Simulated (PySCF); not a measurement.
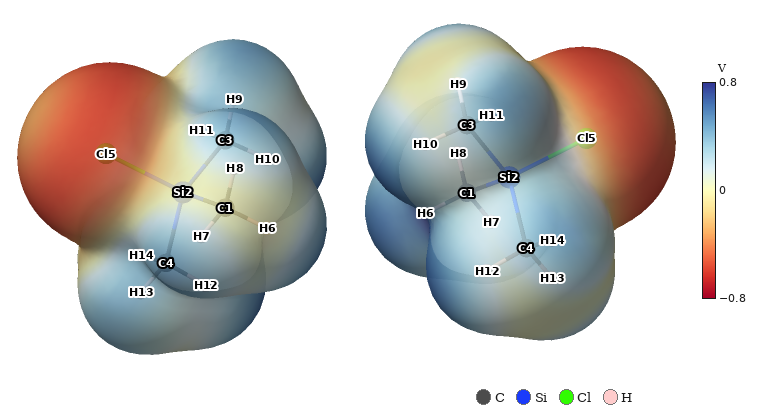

*C$_{3}$H$_{9}$ClSi, SMILES `C[Si](C)(C)Cl`. Electrostatic potential on the surface of electron density 0.001 a.u. (back view left, front view right).*

Computed with PySCF, ωB97X/def2-TZVP, geometry: GFN2-xTB. No frequency check shows the geometry to be a minimum. GFN2-xTB bond lengths at metals and heavier atoms can be off by up to 0.1 Å and shapes distorted, which carries into these values.

Cartesian coordinates (Å):

```
C1      -0.8978   -1.3515    1.2035
Si2     -0.3029    0.0004    0.0001
C3      -0.9032   -0.3640   -1.7697
C4      -0.8947    1.7196    0.5697
Cl5      1.7417   -0.0022   -0.0021
H6      -1.9818   -1.3957    1.2409
H7      -0.5395   -1.1700    2.2118
H8      -0.5504   -2.3307    0.9023
H9      -0.5400   -1.3293   -2.1197
H10     -1.9873   -0.3782   -1.8225
H11     -0.5480    0.3851   -2.4702
H12     -1.9786    1.7757    0.5904
H13     -0.5329    1.9488    1.5723
H14     -0.5359    2.5016   -0.0920
```

Where are the extremes of the potential on the surface?

Answer. Highest: 0.74 V, about equally far (1.8 Å) from H6 and H12. Further maxima include 0.65 V, 1.4 Å from H12; 0.52 V, 1.3 Å from H7, and at like points elsewhere. Lowest: −0.59 V, 2.1 Å from Cl5, and at like points elsewhere. Further minima include −0.07 V, near H14 (1.77 Å), H13 (1.83 Å) and C4 (1.98 Å), and at like points elsewhere. The surface is sampled at points, so like sites can differ by a few per cent and only the strongest of them is named.
